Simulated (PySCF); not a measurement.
Property calculation, with input and output: AlHOF (part 2 of 2)

AlHOF, multiplicity 2; CCSD/def2-TZVP, UHF (PySCF 2.14.0). The geometry comes from this level: PBE0-D4/def2-TZVP.

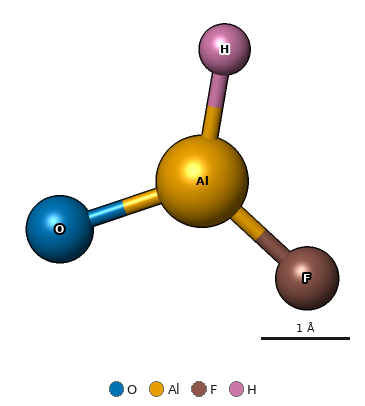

Fig. 1: The structure as given in the input (ball-and-stick view, seen at a tilt). Sticks mark near contacts.

**Log, continued**
```
 ** Mulliken spin pop alpha/beta on meta-lowdin orthogonal AOs **
 ** Mulliken Spin Density (per AO)  **
spin_pop of  0 O 1s       -0.00000
spin_pop of  0 O 2s        0.01668
spin_pop of  0 O 3s       -0.00035
spin_pop of  0 O 4s       -0.00014
spin_pop of  0 O 5s       -0.00001
spin_pop of  0 O 2px       0.71416
spin_pop of  0 O 2py       0.14998
spin_pop of  0 O 2pz       0.14468
spin_pop of  0 O 3px      -0.00030
spin_pop of  0 O 3py      -0.00110
spin_pop of  0 O 3pz      -0.00091
spin_pop of  0 O 4px       0.00022
spin_pop of  0 O 4py      -0.00007
spin_pop of  0 O 4pz      -0.00008
spin_pop of  0 O 3dxy      0.00039
spin_pop of  0 O 3dyz     -0.00016
spin_pop of  0 O 3dz^2     0.00016
spin_pop of  0 O 3dxz      0.00029
spin_pop of  0 O 3dx2-y2   -0.00028
spin_pop of  0 O 4dxy      0.00005
spin_pop of  0 O 4dyz      0.00000
spin_pop of  0 O 4dz^2     0.00003
spin_pop of  0 O 4dxz      0.00005
spin_pop of  0 O 4dx2-y2   -0.00001
spin_pop of  0 O 4f-3      0.00001
spin_pop of  0 O 4f-2      0.00003
spin_pop of  0 O 4f-1     -0.00003
spin_pop of  0 O 4f+0     -0.00001
spin_pop of  0 O 4f+1     -0.00000
spin_pop of  0 O 4f+2     -0.00003
spin_pop of  0 O 4f+3      0.00002
spin_pop of  1 Al 1s       -0.00000
spin_pop of  1 Al 2s       -0.00001
spin_pop of  1 Al 3s       -0.00982
spin_pop of  1 Al 4s       -0.00050
spin_pop of  1 Al 5s       -0.00000
spin_pop of  1 Al 2px      -0.00000
spin_pop of  1 Al 2py       0.00000
spin_pop of  1 Al 2pz       0.00000
spin_pop of  1 Al 3px       0.00004
spin_pop of  1 Al 3py      -0.01352
spin_pop of  1 Al 3pz      -0.00612
spin_pop of  1 Al 4px       0.00016
spin_pop of  1 Al 4py      -0.00049
spin_pop of  1 Al 4pz      -0.00074
spin_pop of  1 Al 5px       0.00005
spin_pop of  1 Al 5py      -0.00003
spin_pop of  1 Al 5pz      -0.00004
spin_pop of  1 Al 6px       0.00001
spin_pop of  1 Al 6py      -0.00001
spin_pop of  1 Al 6pz      -0.00002
spin_pop of  1 Al 3dxy      0.00023
spin_pop of  1 Al 3dyz     -0.00036
spin_pop of  1 Al 3dz^2    -0.00101
spin_pop of  1 Al 3dxz      0.00001
spin_pop of  1 Al 3dx2-y2   -0.00071
spin_pop of  1 Al 4dxy      0.00022
spin_pop of  1 Al 4dyz     -0.00014
spin_pop of  1 Al 4dz^2     0.00020
spin_pop of  1 Al 4dxz      0.00019
spin_pop of  1 Al 4dx2-y2   -0.00001
spin_pop of  1 Al 4f-3     -0.00005
spin_pop of  1 Al 4f-2      0.00013
spin_pop of  1 Al 4f-1      0.00006
spin_pop of  1 Al 4f+0     -0.00002
spin_pop of  1 Al 4f+1     -0.00006
spin_pop of  1 Al 4f+2     -0.00005
spin_pop of  1 Al 4f+3      0.00001
spin_pop of  2 F 1s       -0.00000
spin_pop of  2 F 2s        0.00065
spin_pop of  2 F 3s        0.00009
spin_pop of  2 F 4s       -0.00000
spin_pop of  2 F 5s        0.00000
spin_pop of  2 F 2px       0.00002
spin_pop of  2 F 2py       0.00007
spin_pop of  2 F 2pz       0.00124
spin_pop of  2 F 3px      -0.00003
spin_pop of  2 F 3py      -0.00007
spin_pop of  2 F 3pz      -0.00005
spin_pop of  2 F 4px       0.00001
spin_pop of  2 F 4py      -0.00000
spin_pop of  2 F 4pz       0.00002
spin_pop of  2 F 3dxy     -0.00000
spin_pop of  2 F 3dyz     -0.00000
spin_pop of  2 F 3dz^2    -0.00000
spin_pop of  2 F 3dxz      0.00001
spin_pop of  2 F 3dx2-y2    0.00000
spin_pop of  2 F 4dxy     -0.00000
spin_pop of  2 F 4dyz     -0.00000
spin_pop of  2 F 4dz^2    -0.00000
spin_pop of  2 F 4dxz      0.00000
spin_pop of  2 F 4dx2-y2   -0.00000
spin_pop of  2 F 4f-3     -0.00000
spin_pop of  2 F 4f-2     -0.00000
spin_pop of  2 F 4f-1      0.00000
spin_pop of  2 F 4f+0      0.00000
spin_pop of  2 F 4f+1      0.00000
spin_pop of  2 F 4f+2      0.00000
spin_pop of  2 F 4f+3     -0.00000
spin_pop of  3 H 1s        0.00708
spin_pop of  3 H 2s       -0.00001
spin_pop of  3 H 3s        0.00006
spin_pop of  3 H 2px       0.00008
spin_pop of  3 H 2py      -0.00000
spin_pop of  3 H 2pz      -0.00000
 ** Mulliken Spin Density (per atom)  **
spin density of  0 O =      1.02326
spin density of  1 Al =     -0.03243
spin density of  2 F =      0.00196
spin density of  3 H =      0.00721
 ** Mulliken pop alpha/beta on meta-lowdin orthogonal AOs **
 ** Mulliken pop       alpha | beta **
pop of  0 O 1s        0.99999 | 1.00000
pop of  0 O 2s        0.91307 | 0.89639
pop of  0 O 3s        0.00034 | 0.00069
pop of  0 O 4s        0.00031 | 0.00046
pop of  0 O 5s        0.00002 | 0.00002
pop of  0 O 2px       0.96871 | 0.25456
pop of  0 O 2py       0.94251 | 0.79254
pop of  0 O 2pz       0.93406 | 0.78937
pop of  0 O 3px       0.00070 | 0.00100
pop of  0 O 3py       0.00058 | 0.00168
pop of  0 O 3pz       0.00028 | 0.00119
pop of  0 O 4px       0.00036 | 0.00014
pop of  0 O 4py       0.00070 | 0.00077
pop of  0 O 4pz       0.00091 | 0.00099
pop of  0 O 3dxy      0.00069 | 0.00030
pop of  0 O 3dyz      0.00217 | 0.00234
pop of  0 O 3dz^2     0.00146 | 0.00129
pop of  0 O 3dxz      0.00092 | 0.00064
pop of  0 O 3dx2-y2    0.00076 | 0.00104
pop of  0 O 4dxy      0.00006 | 0.00002
pop of  0 O 4dyz      0.00032 | 0.00031
pop of  0 O 4dz^2     0.00019 | 0.00016
pop of  0 O 4dxz      0.00011 | 0.00006
pop of  0 O 4dx2-y2    0.00010 | 0.00011
pop of  0 O 4f-3      0.00003 | 0.00001
pop of  0 O 4f-2      0.00004 | 0.00001
pop of  0 O 4f-1      0.00004 | 0.00007
pop of  0 O 4f+0      0.00001 | 0.00002
pop of  0 O 4f+1      0.00001 | 0.00001
pop of  0 O 4f+2      0.00003 | 0.00005
pop of  0 O 4f+3      0.00003 | 0.00000
pop of  1 Al 1s        0.99999 | 0.99999
pop of  1 Al 2s        0.99962 | 0.99963
pop of  1 Al 3s        0.32249 | 0.33231
pop of  1 Al 4s        0.00342 | 0.00392
pop of  1 Al 5s        0.00004 | 0.00004
pop of  1 Al 2px       0.99999 | 0.99999
pop of  1 Al 2py       0.99999 | 0.99999
pop of  1 Al 2pz       0.99999 | 0.99999
pop of  1 Al 3px       0.19778 | 0.19774
pop of  1 Al 3py       0.15958 | 0.17311
pop of  1 Al 3pz       0.12057 | 0.12670
pop of  1 Al 4px       0.00485 | 0.00469
pop of  1 Al 4py       0.00371 | 0.00420
pop of  1 Al 4pz       0.00412 | 0.00486
pop of  1 Al 5px       0.00056 | 0.00051
pop of  1 Al 5py       0.00043 | 0.00046
pop of  1 Al 5pz       0.00020 | 0.00024
pop of  1 Al 6px       0.00017 | 0.00016
pop of  1 Al 6py       0.00011 | 0.00013
pop of  1 Al 6pz       0.00028 | 0.00031
pop of  1 Al 3dxy      0.00415 | 0.00392
pop of  1 Al 3dyz      0.00282 | 0.00318
pop of  1 Al 3dz^2     0.00576 | 0.00677
pop of  1 Al 3dxz      0.00279 | 0.00278
pop of  1 Al 3dx2-y2    0.00235 | 0.00306
pop of  1 Al 4dxy      0.00075 | 0.00054
pop of  1 Al 4dyz      0.00069 | 0.00083
pop of  1 Al 4dz^2     0.00089 | 0.00069
pop of  1 Al 4dxz      0.00091 | 0.00072
pop of  1 Al 4dx2-y2    0.00041 | 0.00041
pop of  1 Al 4f-3      0.00025 | 0.00029
pop of  1 Al 4f-2      0.00050 | 0.00038
pop of  1 Al 4f-1      0.00025 | 0.00018
pop of  1 Al 4f+0      0.00047 | 0.00048
pop of  1 Al 4f+1      0.00041 | 0.00047
pop of  1 Al 4f+2      0.00026 | 0.00031
pop of  1 Al 4f+3      0.00008 | 0.00007
pop of  2 F 1s        1.00000 | 1.00000
pop of  2 F 2s        0.91656 | 0.91590
pop of  2 F 3s        0.00041 | 0.00032
pop of  2 F 4s        0.00014 | 0.00014
pop of  2 F 5s        0.00002 | 0.00001
pop of  2 F 2px       0.95358 | 0.95356
pop of  2 F 2py       0.96616 | 0.96610
pop of  2 F 2pz       0.95265 | 0.95141
pop of  2 F 3px       0.00072 | 0.00075
pop of  2 F 3py       0.00086 | 0.00093
pop of  2 F 3pz       0.00044 | 0.00050
pop of  2 F 4px       0.00089 | 0.00088
pop of  2 F 4py       0.00050 | 0.00050
pop of  2 F 4pz       0.00092 | 0.00090
pop of  2 F 3dxy      0.00044 | 0.00045
pop of  2 F 3dyz      0.00044 | 0.00044
pop of  2 F 3dz^2     0.00078 | 0.00078
pop of  2 F 3dxz      0.00157 | 0.00156
pop of  2 F 3dx2-y2    0.00063 | 0.00063
pop of  2 F 4dxy      0.00007 | 0.00007
pop of  2 F 4dyz      0.00007 | 0.00007
pop of  2 F 4dz^2     0.00012 | 0.00012
pop of  2 F 4dxz      0.00027 | 0.00027
pop of  2 F 4dx2-y2    0.00011 | 0.00011
pop of  2 F 4f-3      0.00000 | 0.00000
pop of  2 F 4f-2      0.00001 | 0.00001
pop of  2 F 4f-1      0.00000 | 0.00000
pop of  2 F 4f+0      0.00001 | 0.00001
pop of  2 F 4f+1      0.00003 | 0.00003
pop of  2 F 4f+2      0.00002 | 0.00002
pop of  2 F 4f+3      0.00001 | 0.00001
pop of  3 H 1s        0.58654 | 0.57946
pop of  3 H 2s        0.00065 | 0.00066
pop of  3 H 3s        0.00077 | 0.00071
pop of  3 H 2px       0.00155 | 0.00147
pop of  3 H 2py       0.00092 | 0.00092
pop of  3 H 2pz       0.00002 | 0.00002
In total            16.00000 | 15.00000
 ** Mulliken atomic charges   ( Nelec_alpha | Nelec_beta ) **
charge of  0O =     -0.51570  (     4.76948      3.74622 )
charge of  1Al =      1.28433  (     5.84162      5.87405 )
charge of  2F =     -0.59492  (     4.79844      4.79648 )
charge of  3H =     -0.17371  (     0.59046      0.58325 )
Dipole moment(X, Y, Z, Debye):  1.08245,  0.99548, -0.26069
Traceless quadrupole moment (Debye*A):

cycle = 1  norm(lambda1,lambda2) = 0.0277049
cycle = 2  norm(lambda1,lambda2) = 0.00640441
cycle = 3  norm(lambda1,lambda2) = 0.00406113
cycle = 4  norm(lambda1,lambda2) = 0.00166727
cycle = 5  norm(lambda1,lambda2) = 0.000455452
cycle = 6  norm(lambda1,lambda2) = 0.000214353
cycle = 7  norm(lambda1,lambda2) = 9.82469e-05
cycle = 8  norm(lambda1,lambda2) = 5.51595e-05
cycle = 9  norm(lambda1,lambda2) = 3.22303e-05
cycle = 10  norm(lambda1,lambda2) = 1.77339e-05
cycle = 11  norm(lambda1,lambda2) = 1.39817e-05
cycle = 12  norm(lambda1,lambda2) = 1.1565e-05
cycle = 13  norm(lambda1,lambda2) = 9.44191e-06
cycle = 14  norm(lambda1,lambda2) = 6.94536e-06
cycle = 15  norm(lambda1,lambda2) = 4.47267e-06
cycle = 16  norm(lambda1,lambda2) = 2.18638e-06
cycle = 17  norm(lambda1,lambda2) = 1.30334e-06
cycle = 18  norm(lambda1,lambda2) = 6.38695e-07
Dipole moment(X, Y, Z, Debye):  0.99073,  0.92166, -0.25320
```

The run was set up as follows.

**Input (calc.py)**
```python
from pyscf import gto, cc

molecule = gto.Mole()
molecule.atom = 'mol.xyz'
molecule.max_memory = 1860
molecule.spin = 1
molecule.basis = 'def2-tzvp'
molecule.verbose = 4
molecule.build()

mf = molecule.UHF()
mf.max_cycle = 100
mf = mf.newton()
mf.kernel()

mycc = cc.CCSD(mf, frozen=7)
mycc.kernel()
e_tot = mycc.e_tot
print('E = %.10f Eh' % e_tot)
mf.analyze()
quad = mf.quad_moment()
dm_corr = mycc.make_rdm1(ao_repr=True)
dip_corr = mf.dip_moment(molecule, dm_corr)
```

**File mol.xyz**
```
4

O     -0.128300    -1.061600     1.299400
Al     0.038200     0.026100    -0.037000
F     -1.126500    -0.010300    -1.192200
H      1.272100     0.985600    -0.090400
```

Command:
```bash
OMP_NUM_THREADS=1 python calc.py
```

**Results in brief**

| quantity | value |
| --- | --- |
| outcome | converged |
| total energy | −417.488429 hartree |
| SCF energy | −416.961632 hartree |
| correlation energy | −0.526796 hartree |
| basis functions | 105 |
| T1 diagnostic | 0.014 |
| ⟨S²⟩ | 0.758 |
| hardware | 1 thread of Arm Neoverse V2, 24 GiB of memory available, shared host |
| wall time | 3.9 min |
| peak memory | 4.1 GiB |

**Remarks**

The record of the run, not the program, notes: logged alpha LUMO and gap are faulty.
